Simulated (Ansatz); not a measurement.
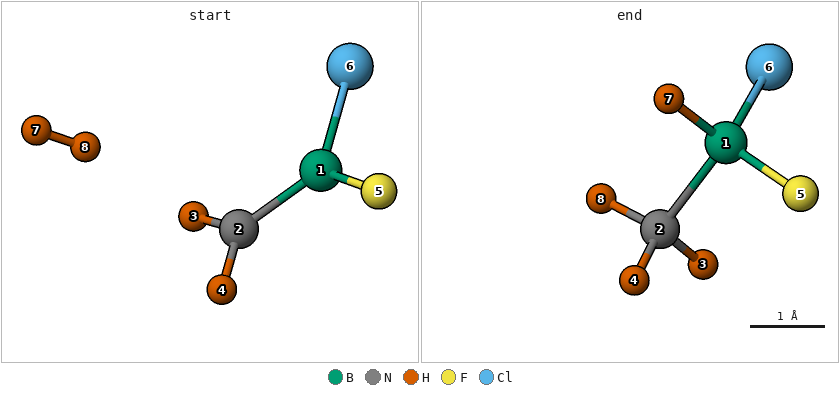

The two relaxed end points of a path for BNH₄ClF, made up at the start of BNH₂ClF and H2. The picture is a ball-and-stick view, seen at a tilt.

Level of theory: RKS PBE/def2-SVP (Ansatz 0.2.0).

Run with 9 movable images; climbing image; force threshold 0.05 eV/Å; iteration limit 60.

Start:
```xyz
8

B     0.0511   -0.7497    0.1851
N    -0.0012   -0.2222    1.4839
H    -0.8642   -0.1506    2.0192
H     0.8364    0.0916    1.9751
F     1.2182   -0.8382   -0.4662
Cl   -1.4228   -1.3143   -0.6375
H    -0.6100    3.1960    1.2470
H    -0.4656    2.4411    1.1938
```

End:
```xyz
8

B    -0.0003    0.3501    0.0565
N    -0.1806    0.3617    1.7070
H    -0.4117   -0.5915    2.0306
H     0.6812    0.6741    2.1806
F     1.0707   -0.4937   -0.1648
Cl   -1.6282   -0.3518   -0.5199
H     0.1657    1.5222   -0.2710
H    -0.9550    0.9829    1.9813
```

Predict the minimum-energy path and its barrier.

Answer. The highest point, image 6, lies 36.3 kcal/mol above the start and 35.8 kcal/mol above the end; the end is at +0.5 kcal/mol relative to the start. Breaking: H7–H8 (0.77 → 1.02 at the top → 2.57 Å). Forming: B1–H7 (4.14 → 1.43 at the top → 1.23 Å), N2–H8 (2.72 → 1.40 at the top → 1.03 Å). The band converged in 15 iterations. The largest component of the band force went from 8.6 to 0.036 eV/Å. The climbing image converged on the top of the path. Its vibrational analysis gives one imaginary mode (1242i cm⁻¹), as a transition state must have.

Energies of the converged images:

```json
{"image": "0", "path (Å)": "0.00", "E (kcal/mol)": "0.0"}
{"image": "1", "path (Å)": "0.57", "E (kcal/mol)": "0.1"}
{"image": "2", "path (Å)": "1.15", "E (kcal/mol)": "0.3"}
{"image": "3", "path (Å)": "1.72", "E (kcal/mol)": "0.9"}
{"image": "4", "path (Å)": "2.30", "E (kcal/mol)": "3.2"}
{"image": "5", "path (Å)": "2.87", "E (kcal/mol)": "15.1"}
{"image": "6", "path (Å)": "3.45", "E (kcal/mol)": "36.3"}
{"image": "7", "path (Å)": "4.04", "E (kcal/mol)": "12.4"}
{"image": "8", "path (Å)": "4.63", "E (kcal/mol)": "1.6"}
{"image": "9", "path (Å)": "5.22", "E (kcal/mol)": "0.9"}
{"image": "10", "path (Å)": "5.81", "E (kcal/mol)": "0.5"}
```

The geometry at the top of the path:

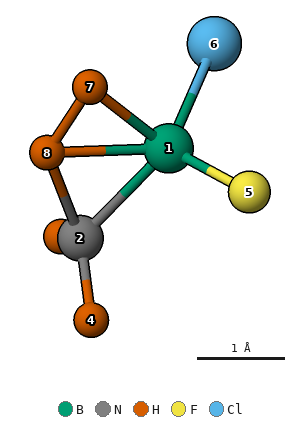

Limits of the set-up: the start holds two separate molecules, 2.7 Å apart at their closest, whose relative position is a soft coordinate and is computed without a dispersion correction.

Cost: 2.1 min on 2 threads of Arm Neoverse V2, on a shared host, peak memory 0.12 GiB.
